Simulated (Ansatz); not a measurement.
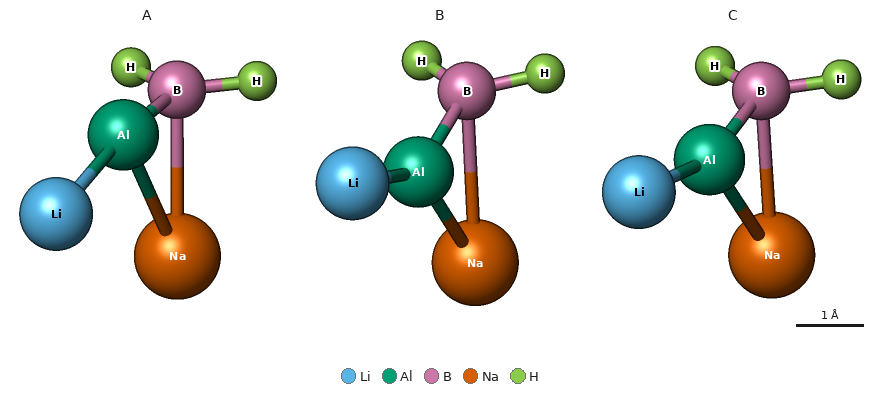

3 geometries from one relaxation of NaLiAlBH2, in shuffled order. Style: ball-and-stick. Shown from a free direction.

Method: Ansatz 0.2.0, RKS PBE0-D4/def2-TZVP. Settings: force threshold 0.005 eV/Å; at most 200 steps.

Question: Order the frames from highest to lowest energy.

Answer: B, C, A. They are steps 0, 2, 9, at +3.29 kcal/mol, +0.75 kcal/mol relative to the last. The atom that moves furthest after the best rigid fit is the Al atom (0.59 Å). By element the largest moves are Al 0.59 Å, Li 0.46 Å, Na 0.23 Å, H 0.20 Å, B 0.12 Å. Some distances before and after: Al–Na 2.854 → 3.089 Å, B–Na 2.741 → 2.572 Å, Al–Li 2.469 → 2.580 Å, Al–B 1.993 → 2.009 Å. Among the angles between lasting bonds that change: Li–Al–Na 147.6° → 116.4°, Li–Al–B 146.3° → 172.3°, Al–B–Na 72.2° → 83.8°. Over 9 geometry steps the energy falls by 3.29 kcal/mol. Largest force component: 0.3 eV/Å at the start, 0.00066 eV/Å at the end. Cost: 28 s on 2 threads of Arm Neoverse V1, on a shared host.
